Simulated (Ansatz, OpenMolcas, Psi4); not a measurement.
## Loss of H2O: C4H8O2 → C4H6O + H2O

Gas-phase species: C4H8O2 `C1COCCO1`, singlet; C4H6O (vinyl ether) `C=COC=C`, singlet; H2O `O`, singlet. This is a balance of energies; it says nothing on the path, which may need atoms to shift.

Shapes, held fixed at every level: PBE0-D4/def2-TZVP. Flexible molecules stand in one conformer, not always the lowest. Programs: Ansatz 0.2.0, OpenMolcas 26.06, Psi4 1.11. A level may come from different programs for different species; with the same settings they agree closely. Electronic energies: no zero-point or thermal term.

```json
{"level": "HF/6-31G* (spherical functions)", "kind": "Hartree–Fock", "ΔE (kJ/mol)": "+141.0", "less CCSD/6-31G* (spherical functions)": "+2.8"}
{"level": "SVWN5/6-31G* (spherical functions)", "kind": "LDA", "ΔE (kJ/mol)": "+225.3", "less CCSD/6-31G* (spherical functions)": "+87.1"}
{"level": "BLYP/6-31G* (spherical functions)", "kind": "GGA", "ΔE (kJ/mol)": "+120.3", "less CCSD/6-31G* (spherical functions)": "-17.9"}
{"level": "PBE/6-31G* (spherical functions)", "kind": "GGA", "ΔE (kJ/mol)": "+159.1", "less CCSD/6-31G* (spherical functions)": "+20.9"}
{"level": "revPBE/6-31G* (spherical functions)", "kind": "GGA", "ΔE (kJ/mol)": "+131.4", "less CCSD/6-31G* (spherical functions)": "-6.8"}
{"level": "B3LYP/6-31G* (spherical functions)", "kind": "global hybrid", "ΔE (kJ/mol)": "+142.0", "less CCSD/6-31G* (spherical functions)": "+3.8"}
{"level": "CCSD/6-31G* (spherical functions)", "kind": "coupled cluster or CI", "ΔE (kJ/mol)": "+138.2", "less CCSD/6-31G* (spherical functions)": "0.0"}
```

The highest level, CCSD/6-31G* (spherical functions), gives ΔE = +138.2 kJ/mol; the levels span +120.3 to +225.3. The column of differences is taken from that level and isn't an error. No measured value is set beside it here.

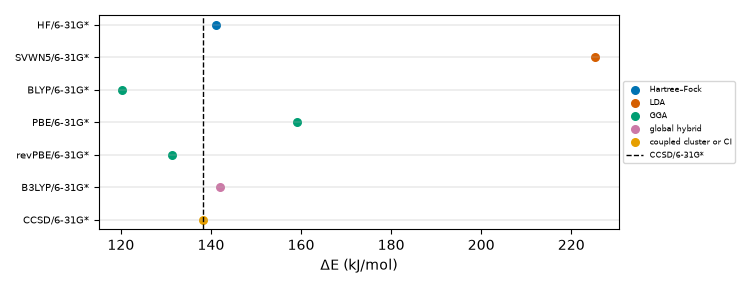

The values of the table, level by level.
